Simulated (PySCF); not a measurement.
# One shape, several levels: SnH3O2 (SMILES [OH][SnH][OH])

We compute a comparison of 3 runs (UPBE0/def2-SVP, UBLYP/def2-TZVP, UMP2/STO-3G) of SnH3O2. Input form: a Python script.

The results are computed with PySCF 2.14.0.

## Step 1: The system as given

SnH3O2 has 6 atoms, charge 0, and is taken as a doublet. As SMILES, `[OH][SnH][OH]`. The coordinates come from a PBE0-D4/def2-TZVP relaxation. This is one conformer, not always the lowest.

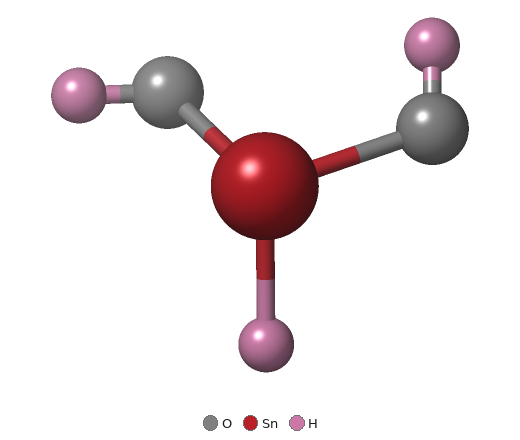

Viewed from a chosen angle; oxygen grey, tin red, hydrogen pink.

## Step 2: Energy and forces at UPBE0/def2-SVP (core potential) (run 1)

Input file calc.py:

```python
import pyscf.grad
from pyscf import gto, dft

mol = gto.Mole()
mol.atom = '''
O     -2.358945    -1.293895    -0.441062
Sn     0.788016     0.571642    -1.208669
O      2.671884    -0.072377     1.921285
H     -3.499773    -1.480411    -1.839837
H      0.243019     3.828774    -1.179756
H      2.234979    -1.674297     2.660923
'''
mol.basis = 'def2-svp'
mol.spin = 1
mol.max_memory = 1860
mol.ecp = {'Sn': 'def2-svp'}
mol.unit = 'bohr'
mol.charge = 0
mol.verbose = 4
mol.build()

mf = dft.UKS(mol, xc='pbe0')
mf.conv_tol = 1e-10
mf.grids.level = 5
mf.kernel()
if not mf.converged:
    mf = mf.newton().run(mf.mo_coeff, mf.mo_occ)

e_tot = mf.e_tot
print(f'total energy: {e_tot:.8f} hartree')
grad = mf.Gradients().kernel()
dip = mf.dip_moment()
pop, q = mf.mulliken_pop()
```

Command:

```sh
$ OMP_NUM_THREADS=1 python calc.py
```

Output:

```text
PySCF version 2.14.0

[... 107 lines left out ...]
converged SCF energy = -366.252885297429  <S^2> = 0.75495809  2S+1 = 2.004952
total energy: -366.25288530 hartree
[... 13 lines left out ...]
Dipole moment(X, Y, Z, Debye): -0.67469, -0.51795, -2.31584
[... 12 lines left out ...]
charge of  5H =      0.19494  (     0.40169      0.40338 )
```

Wall time 21 s (1 thread of Intel Xeon Platinum 8488C (Sapphire Rapids), shared host); peak memory 0.7 GiB.

## Step 3: Energy and forces at UBLYP/def2-TZVP (core potential) (run 2)

Input file geometry.xyz:

```xyz
6
H3O2Sn
O     -1.248300    -0.684700    -0.233400
Sn     0.417000     0.302500    -0.639600
O      1.413900    -0.038300     1.016700
H     -1.852000    -0.783400    -0.973600
H      0.128600     2.026100    -0.624300
H      1.182700    -0.886000     1.408100
```

Input file input.py:

```python
import pyscf.grad
from pyscf import gto, dft

mol = gto.Mole()
mol.atom = 'geometry.xyz'
mol.ecp = {'Sn': 'def2-svp'}
mol.spin = 1
mol.max_memory = 1860
mol.basis = 'def2-tzvp'
mol.verbose = 4
mol.charge = 0
mol.build()

myscf = dft.UKS(mol)
myscf.xc = 'blyp'
myscf.conv_tol = 1e-10
myscf.grids.level = 5
myscf.kernel()
if not myscf.converged:
    myscf = myscf.newton().run(myscf.mo_coeff, myscf.mo_occ)

energy = myscf.e_tot
print(f'total energy: {energy:.8f} hartree')
grad = myscf.Gradients().kernel()
myscf.analyze()
```

Command:

```sh
$ OMP_NUM_THREADS=1 python input.py
```

Output:

```text
PySCF version 2.14.0

[... 117 lines left out ...]
total energy: -366.55053261 hartree
[... 17 lines left out ...]
Two-electron Energy =                  354.704481805842136
[... 6 lines left out ...]
MO #2   energy= -18.7655997011239  | -18.7624586562012  occ= 1 | 1
[... 148 lines left out ...]
WARN: Weak orthogonality for localized orbitals 1.6559462050999178e-09
[... 1 line left out ...]
 ** Mulliken pop alpha/beta on meta-lowdin orthogonal AOs **
 ** Mulliken pop       alpha | beta **
pop of  0 O 1s        0.99996 | 0.99996
pop of  0 O 2s        0.89633 | 0.89147
pop of  0 O 3s        0.01402 | 0.01024
[... 127 lines of this table left out ...]
In total            21.00000 | 20.00000
 ** Mulliken atomic charges   ( Nelec_alpha | Nelec_beta ) **
charge of  0O =     -1.12000  (     4.63066      4.48934 )
charge of  1Sn =      2.15026  (    10.15061      9.69913 )
charge of  2O =     -1.15891  (     4.64567      4.51324 )
charge of  3H =      0.32934  (     0.33387      0.33679 )
charge of  4H =     -0.53149  (     0.90589      0.62560 )
charge of  5H =      0.33080  (     0.33331      0.33589 )
Dipole moment(X, Y, Z, Debye): -0.63782, -0.47724, -2.15470
```

It took 52 s on 1 thread of Intel Xeon Platinum 8488C (Sapphire Rapids), shared host; peak memory 1.4 GiB.

## Step 4: Energy and forces at UMP2/STO-3G (run 3)

Input file run.py:

```python
from pyscf import gto, scf, mp

system = gto.M(
    atom=[
    ('O', (-1.248300, -0.684700, -0.233400)),
    ('Sn', (0.417000, 0.302500, -0.639600)),
    ('O', (1.413900, -0.038300, 1.016700)),
    ('H', (-1.852000, -0.783400, -0.973600)),
    ('H', (0.128600, 2.026100, -0.624300)),
    ('H', (1.182700, -0.886000, 1.408100)),
],
    max_memory=1860,
    verbose=3,
    spin=1,
    basis='sto-3g',
)

mf = scf.UHF(system)
mf.conv_tol = 1e-10
mf.kernel()
if not mf.converged:
    mf = mf.newton().run(mf.mo_coeff, mf.mo_occ)

pt = mp.MP2(mf, frozen=20).run()
energy = pt.e_tot
print('E = %.10f Eh' % energy)
grad = pt.nuc_grad_method().kernel()
mf.analyze()
```

Command:

```sh
$ OMP_NUM_THREADS=1 python run.py
```

Output:

```text
converged SCF energy = -6112.68639643564  <S^2> = 0.75766101  2S+1 = 2.0076464
[... 14 lines left out ...]
MO #1   energy= -1029.87644764153  | -1029.87548839248  occ= 1 | 1
MO #2   energy= -153.508670512784  | -153.507724606136  occ= 1 | 1
MO #3   energy= -145.338547975806  | -145.337465837014  occ= 1 | 1
[... 1 line left out ...]
MO #40  energy= 0.747300450736349  | 0.751325109236359  occ= 0 | 0
[... 19 lines left out ...]
Dipole moment(X, Y, Z, Debye): -0.11271, -0.55202, -2.85649
```

Wall time 2.9 s (1 thread of Intel Xeon Platinum 8488C (Sapphire Rapids), shared host); peak memory 0.19 GiB.

## Step 5: All runs side by side

```
run                             level  core potential  integration grid   energy (Eh)  dipole moment (D) of the reference  HOMO energy (eV)  LUMO energy (eV)  wall time
  1   UPBE0/def2-SVP (core potential)        def2-svp                 5   -366.252885                                2.47             -6.21             -3.26       21 s
  2  UBLYP/def2-TZVP (core potential)        def2-svp                 5   -366.550533                                2.30             -5.08             -4.24       52 s
  3                       UMP2/STO-3G               –                 –  -6112.787161                                2.91             -5.56              4.47      2.9 s
```

## Step 6: Outcome

| quantity | value |
| --- | --- |
| run 3: total energy | -6112.78716 Eh |
| run 3: dipole moment (Hartree–Fock density) | 2.91 D |
| run 3: HOMO energy (Hartree–Fock orbitals) (highest over α and β) | -5.56 eV |
| run 3: LUMO energy (Hartree–Fock orbitals) (lowest over α and β) | 4.47 eV |
| run 3: correlation energy (20 core orbitals frozen) | -100.8 mEh |
| run 3: ⟨S²⟩ of the reference determinant | 0.758 |
| run 3: largest force on an atom | 3.799 eV/Å |

What this shows: Totals of different functionals can't be ranked against each other. Some runs of one species differ in core potentials or relativity; totals across that change don't compare. In run 3 the basis is minimal, so the values are rough. In run 3 relativity is left out where basis or elements ask for it. All runs together took 76 s, the longest 52 s.
